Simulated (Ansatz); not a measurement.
Frequency calculation, with input and output: CH₇FGe

CH₇FGe, computed with RKS B3LYP/def2-SVP (Ansatz 0.2.0).

It belongs to a series of runs on one base structure; here: vibrations at the highest image of the band. Figures and captions count atoms from 1; the log counts them from 0 in places.

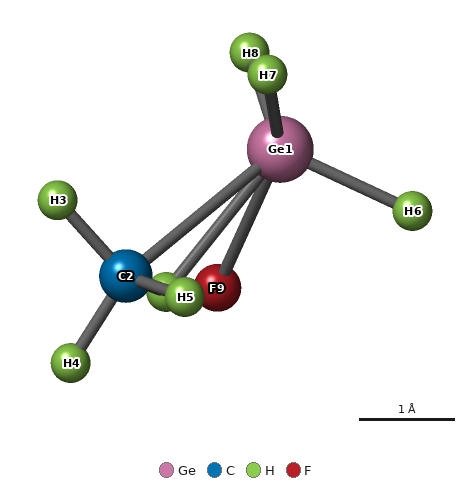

*The structure (ball-and-stick view, seen at a tilt; atoms are numbered from 1 in the order of the input). Sticks mark near contacts.*

Input file:
```yaml
crystal:
  periodic: [false, false, false]
  atoms:
    - { symbol: Ge, position_ang: [0.022804, -0.260563, -0.034174] }
    - { symbol: C, position_ang: [0.06295, -0.028663, 2.279073] }
    - { symbol: H, position_ang: [-1.021951, 0.039137, 2.434998] }
    - { symbol: H, position_ang: [0.493079, -0.539239, 3.16326] }
    - { symbol: H, position_ang: [0.507889, 0.974444, 2.240871] }
    - { symbol: H, position_ang: [1.351005, 0.127628, -0.699103] }
    - { symbol: H, position_ang: [-0.832626, 1.040865, 0.067612] }
    - { symbol: H, position_ang: [-0.873999, -1.284227, -0.75199] }
    - { symbol: F, position_ang: [0.962772, -1.911218, 0.841001] }
    - { symbol: H, position_ang: [0.574277, -1.078066, 1.63565] }
basis:
  gaussian: { orbitals: def2-SVP }
hamiltonian:
  xc: b3lyp
phonons: {}
```

Hardware: 2 threads of Arm Neoverse V2, 24 GiB of memory available, shared host.

Run as:
```bash
ansatz run input.yaml --threads 2 --pin off --max-ram 3072MiB --backend cpu --events-out ev --progress --plain --runs-dir out
```

The program's output:
```
Engine: ansatz 0.2.0, aarch64-unknown-linux-gnu
Functional definition: B3LYP
  parameter a0 = 0.2
  parameter ax = 0.72
  parameter ac = 0.81
  exchange = (1 - a0 - ax)*slater_x + ax*b88_x + a0*exact_x
  correlation = (1 - ac)*vwn_rpa_c + ac*lyp_c
1037 factors; integrals over basis functions are off by at most 2.9e-4 eV
mean field evaluation 1: about -60370.2945 eV, gradient 5.2e1 eV
mean field evaluation 2: about -60365.2240 eV, gradient 7.0e1 eV
mean field evaluation 4: about -60375.6304 eV, gradient 4.3e0 eV
mean field evaluation 8: about -60375.6771 eV, gradient 4.1e-2 eV
mean field -60375.67708364 eV, -2218.7652087200 hartree, gradient 7.8e-5 eV, S^2 0.000000; 0 other end points of the search recorded, 0 dependent functions left out
the calculation of the forces begins
reference -60375.67731999 eV, -2218.7652174056 hartree; 27, 27 occupied and 68, 68 virtual orbitals, 1037 factors
these checks for a lower state are left out or cut short: stability, starts, cluster_reference, orbital_swaps, neighbouring_geometries, increment
1037 factors; integrals over basis functions are off by at most 2.9e-4 eV
mean field evaluation 16: about -60375.6769 eV, gradient 1.4e-1 eV
mean field -60375.67695143 eV, -2218.7652038614 hartree, gradient 1.9e-6 eV, S^2 0.000000; 0 other end points of the search recorded, 0 dependent functions left out
[... from here on the field's lines of each further geometry are left out, up to the last ...]
the calculation of the forces begins
reference -60375.67730129 eV, -2218.7652167186 hartree; 27, 27 occupied and 68, 68 virtual orbitals, 1037 factors
these checks for a lower state are left out or cut short: stability, starts, cluster_reference, orbital_swaps, neighbouring_geometries, increment
1037 factors; integrals over basis functions are off by at most 2.9e-4 eV
mean field -60375.67705587 eV, -2218.7652076996 hartree, gradient 2.6e-6 eV, S^2 0.000000; 0 other end points of the search recorded, 0 dependent functions left out
the calculation of the forces begins
reference -60375.67729221 eV, -2218.7652163847 hartree; 27, 27 occupied and 68, 68 virtual orbitals, 1037 factors
WARN: phonons: modes at or below zero, which the zero-point energy, F, S and C_V leave out: 1, the lowest at -1158.58 cm⁻¹. A minimum has none, and a first-order saddle one
Total energy: -60375.67731999 eV, -2218.7652174056 hartree
Atom 0 at     0.022804    -0.260563    -0.034174 Å, force    -0.016408    -0.017695    -0.006952 eV/Å
Atom 1 at     0.062950    -0.028663     2.279073 Å, force    -0.033545    -0.039540    -0.003829 eV/Å
Atom 2 at    -1.021951     0.039137     2.434998 Å, force     0.005275     0.012822     0.002540 eV/Å
Atom 3 at     0.493079    -0.539239     3.163260 Å, force     0.001406     0.003180    -0.000741 eV/Å
Atom 4 at     0.507889     0.974444     2.240871 Å, force     0.012820    -0.001857     0.004952 eV/Å
Atom 5 at     1.351005     0.127628    -0.699103 Å, force    -0.012896    -0.002577    -0.001733 eV/Å
Atom 6 at    -0.832626     1.040865     0.067612 Å, force     0.009343    -0.003483    -0.014672 eV/Å
Atom 7 at    -0.873999    -1.284227    -0.751990 Å, force     0.007237     0.023750     0.006464 eV/Å
Atom 8 at     0.962772    -1.911218     0.841001 Å, force     0.002501     0.018386     0.012175 eV/Å
Atom 9 at     0.574277    -1.078066     1.635650 Å, force     0.024268     0.007013     0.001796 eV/Å
Dipole moment:    -0.165475     0.344686     0.110991 e Å
Vibrations: -1158.58 113.22 261.22 302.55 468.98 479.45 595.71 626.05 723.55 789.89 852.08 925.05 956.14 1219.40 1248.89 1378.88 1423.50 1648.52 2041.33 2139.53 2171.97 3013.65 3118.24 3174.51 cm⁻¹, zero-point energy 1.839450 eV
```

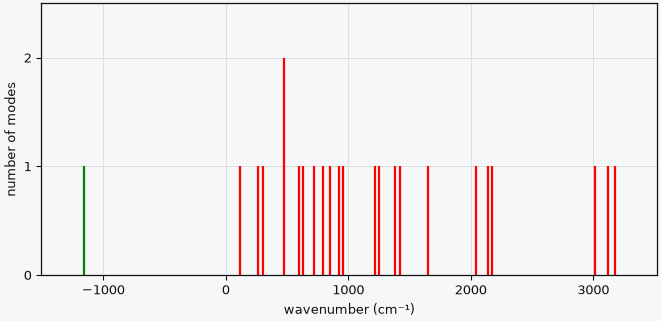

*Harmonic vibrational wavenumbers from the force constants; neighbouring modes closer than 20 cm⁻¹ are counted in one stick, and imaginary ones are drawn at negative wavenumbers.*

24 modes from 1159i to 3175 cm⁻¹, 1 imaginary beyond 8i (1159i cm⁻¹): a first-order saddle point, if the geometry is stationary.

Summary:

| quantity | value |
| --- | --- |
| outcome | converged |
| total energy | −60375.6773 eV |
| mean-field energy | −60375.6773 eV |
| largest force (length of the vector) | 0.052 eV/Å |
| wall time | 85 s (CPU time 2.7 min) |
| peak memory | 0.2 GiB |
